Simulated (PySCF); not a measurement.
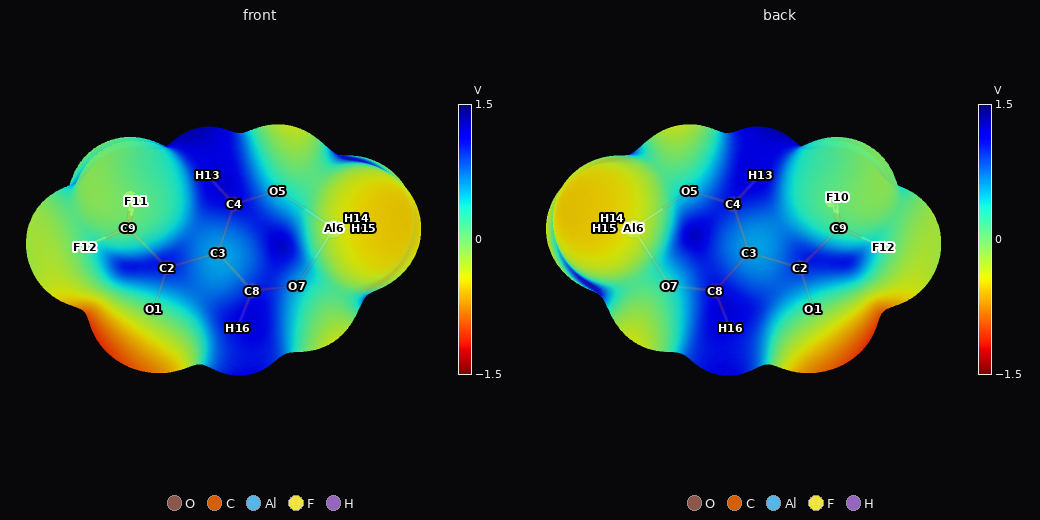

Figure. C$_{5}$H$_{4}$AlF$_{3}$O$_{3}$ (SMILES O=C(C1=C[O][AlH2-][O+]=C1)C(F)(F)F). The electrostatic potential painted on the density surface at 0.001 e/bohr³, seen from the front and from behind; red is negative and blue positive.

Geometry: PBE0-D3(BJ)/def2-SVP.

Computed with PBE0/pcSseg-1, SCF density, gas phase, non-relativistic (PySCF 2.14.0).

The calculation's input:

```
{"job": {"kind": "nmr", "xc": "PBE0", "basis": "pcSseg-1"}, "charge": 0, "multiplicity": 1}
O      1.866312    -1.798384    -0.540054
C      1.530927    -0.764708    -0.015964
C      0.137886    -0.302478     0.057925
C     -0.256927     0.932885     0.616738
O     -1.442033     1.348596     0.677317
Al    -3.022780     0.525796     0.083801
O     -2.070293    -0.981826    -0.514083
C     -0.832037    -1.183351    -0.479373
C      2.629442     0.121041     0.623440
F      2.379533     0.304650     1.924653
F      2.653170     1.327605     0.043217
F      3.814104    -0.432534     0.494198
H      0.507402     1.605735     1.035886
H     -3.884759     0.116244     1.345861
H     -3.560933     1.312485    -1.179551
H     -0.460915    -2.132585    -0.900627
```

Run with:

```sh
OMP_NUM_THREADS=1 python probes_run.py task.json out
```

Which sites attract a positive test charge, and which a negative one?

A positive charge is drawn to the negative regions and a negative charge to the positive ones. The most negative region (about −1.0 V) lies over O1, the most positive (about +1.3 V) over Al6 and H13. O1 is the likeliest acceptor of a hydrogen bond.

What dipole moment does the calculation give?

Its dipole moment is 0.59 D.
